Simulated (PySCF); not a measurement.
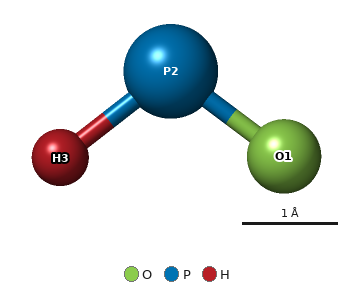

Figure 1. The input geometry of run 1 (ball-and-stick view, seen on its broad side; atoms are numbered from 1 in the order of the input).

## PHO: one change and its effect

System: PHO.
Method of run 1: TDDFT PBE0/aug-cc-pVDZ, vertical, gas phase, core orbitals frozen in the response (PySCF 2.14.0).

The geometry comes from this level: PBE0-D3(BJ)/def2-SVP. Text and figures count atoms from 1; the logs count them from 0 in places.

### Input, run 1
```
{"job": {"kind": "uv", "xc": "PBE0", "basis": "aug-cc-pVDZ"}, "charge": 0, "multiplicity": 1}
O      1.192176    -0.293743    -0.001135
P     -0.004908     0.602175    -0.026732
H     -1.164309    -0.313501     0.002767
```

The first line tells a small driver script what to run in PySCF; the rest is the geometry in Å.

Launched with:
```bash
OMP_NUM_THREADS=1 python <driver script> task.json out
```

Hardware: 1 CPU thread, shared host.

### Output (run 1)
```
coarse grid: 3336 points
cycle   1  E = -416.7791506966  dE =  2.473e-01  |g| = 8.210e-01  |ddm| = 3.143e+00
cycle   2  E = -415.4933312229  dE =  1.286e+00  |g| = 2.410e+00  |ddm| = 3.596e+00
cycle   3  E = -416.9325003180  dE = -1.439e+00  |g| = 5.012e-02  |ddm| = 2.714e+00
cycle   4  E = -416.9330362278  dE = -5.359e-04  |g| = 4.095e-02  |ddm| = 1.749e-01
cycle   5  E = -416.9334577463  dE = -4.215e-04  |g| = 1.242e-02  |ddm| = 5.162e-02
cycle   6  E = -416.9334910121  dE = -3.327e-05  |g| = 3.748e-03  |ddm| = 1.705e-02
cycle   7  E = -416.9334939727  dE = -2.961e-06  |g| = 6.668e-04  |ddm| = 4.065e-03
final grid: 28512 points
cycle   8  E = -416.9388846552  dE =  2.379e-06  |g| = 6.152e-03  |ddm| = 2.630e-02
cycle   9  E = -416.9388459723  dE =  3.868e-05  |g| = 1.493e-02  |ddm| = 2.181e-02
cycle  10  E = -416.9388921658  dE = -4.619e-05  |g| = 6.420e-04  |ddm| = 1.626e-02
cycle  11  E = -416.9388922828  dE = -1.170e-07  |g| = 5.268e-05  |ddm| = 1.631e-03
cycle  12  E = -416.9388922836  dE = -8.043e-10  |g| = 8.403e-06  |ddm| = 1.020e-04
converged SCF energy = -416.9388922836

Static polarisability (au): isotropic 28.221, principal 22.179 28.727 33.756

Singlet excitations
state   eV       nm        f      main configurations
  1   2.3180    534.9   0.00277   H->L 0.99
  2   5.3991    229.6   0.00839   H-1->L 0.98
  3   6.0283    205.7   0.01168   H->L+1 0.61, H->L+2 0.32
  4   6.4473    192.3   0.11119   H->L+2 0.67, H->L+1 0.30
  5   6.6819    185.6   0.00000   H-3->L 0.99
  6   6.9420    178.6   0.08096   H-2->L 0.80
  7   7.8826    157.3   0.03279   H->L+3 0.98
  8   7.9416    156.1   0.00458   H->L+4 0.99
  9   8.5993    144.2   0.07781   H->L+5 0.84
 10   9.0724    136.7   0.00783   H->L+6 0.71, H->L+7 0.25

Triplet excitations (Tamm-Dancoff, eV): 1.4084 3.9887 4.4242 5.3366
```

For run 2 the input was changed thus:
```diff
-"basis": "aug-cc-pVDZ"
+"basis": "aug-cc-pVTZ"
```

What does this change do to the results?

The total energy of run 2 is 25.8 kcal/mol lower, which measures the change of basis and not a stability. The HOMO goes from −7.58 to −7.64 eV. The dipole moment goes from 2.29 to 2.33 D. The lowest excitation goes from 2.32 to 2.36 eV. The strongest computed line goes from 6.45 to 8.23 eV. The SCF takes 13 iterations against 12. The basis functions go from 59 to 119.

### Output (run 2)
```
coarse grid: 3336 points
cycle   1  E = -416.8144894833  dE =  2.351e-01  |g| = 8.763e-01  |ddm| = 2.812e+00
cycle   2  E = -415.4181555129  dE =  1.396e+00  |g| = 2.538e+00  |ddm| = 2.957e+00
cycle   3  E = -416.9760359914  dE = -1.558e+00  |g| = 6.571e-02  |ddm| = 2.249e+00
cycle   4  E = -416.9770241832  dE = -9.882e-04  |g| = 5.053e-02  |ddm| = 1.748e-01
cycle   5  E = -416.9776272075  dE = -6.030e-04  |g| = 1.456e-02  |ddm| = 4.922e-02
cycle   6  E = -416.9776705699  dE = -4.336e-05  |g| = 4.100e-03  |ddm| = 1.297e-02
cycle   7  E = -416.9776739833  dE = -3.413e-06  |g| = 6.510e-04  |ddm| = 4.000e-03
final grid: 28512 points
cycle   8  E = -416.9799716398  dE = -9.527e-07  |g| = 7.815e-03  |ddm| = 2.595e-02
cycle   9  E = -416.9799188040  dE =  5.284e-05  |g| = 1.820e-02  |ddm| = 2.374e-02
cycle  10  E = -416.9799821259  dE = -6.332e-05  |g| = 1.266e-03  |ddm| = 1.747e-02
cycle  11  E = -416.9799824763  dE = -3.504e-07  |g| = 1.058e-04  |ddm| = 1.502e-03
cycle  12  E = -416.9799824791  dE = -2.785e-09  |g| = 1.493e-05  |ddm| = 1.460e-04
cycle  13  E = -416.9799824791  dE = -6.895e-11  |g| = 2.087e-06  |ddm| = 2.742e-05
converged SCF energy = -416.9799824791

Static polarisability (au): isotropic 28.771, principal 23.101 29.232 33.980

Singlet excitations
state   eV       nm        f      main configurations
  1   2.3577    525.9   0.00287   H->L 0.99
  2   5.3543    231.6   0.00796   H-1->L 0.98
  3   5.9596    208.0   0.00887   H->L+1 0.67, H->L+2 0.25
  4   6.4650    191.8   0.10117   H->L+2 0.73, H->L+1 0.22
  5   6.6078    187.6   0.00000   H-3->L 0.99
  6   6.8311    181.5   0.07440   H-2->L 0.78, H->L+1 0.09
  7   7.7672    159.6   0.02646   H->L+3 0.98
  8   7.8354    158.2   0.00399   H->L+4 0.99
  9   8.2298    150.7   0.10511   H->L+5 0.88
 10   8.6864    142.7   0.00255   H->L+6 0.97

Triplet excitations (Tamm-Dancoff, eV): 1.4377 3.9542 4.4055 5.2553
```

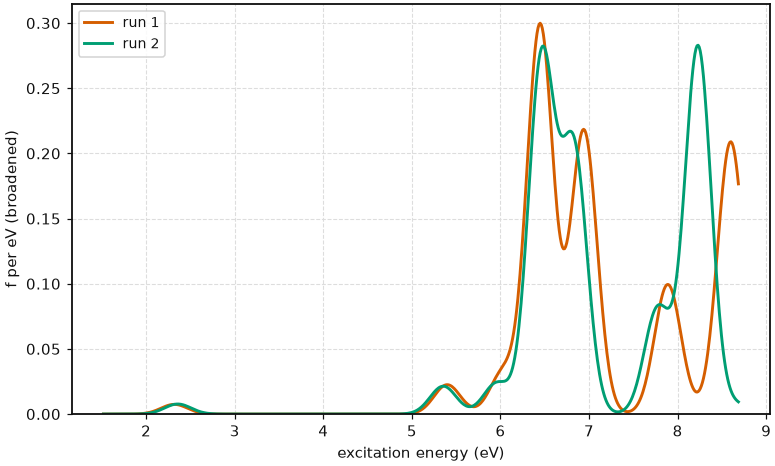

Figure 2. Absorption of the two runs from their computed states, each broadened by a Gaussian of 0.35 eV full width; the range ends where the shorter list of states ends.

### The two runs side by side

| quantity | run 1 | run 2 |
| --- | --- | --- |
| outcome | converged | converged |
| total energy (hartree) | −416.938892 | −416.979982 |
| HOMO (eV) | −7.58 | −7.64 |
| LUMO (eV) | −3.40 | −3.41 |
| dipole moment (D) | 2.29 | 2.33 |
| lowest excitation (eV) | 2.32 | 2.36 |
| SCF iterations | 12 | 13 |
| strongest computed line (eV) | 6.45 | 8.23 |
| basis functions | 59 | 119 |
| wall time (shared host) | 2.2 s | 4.2 s |
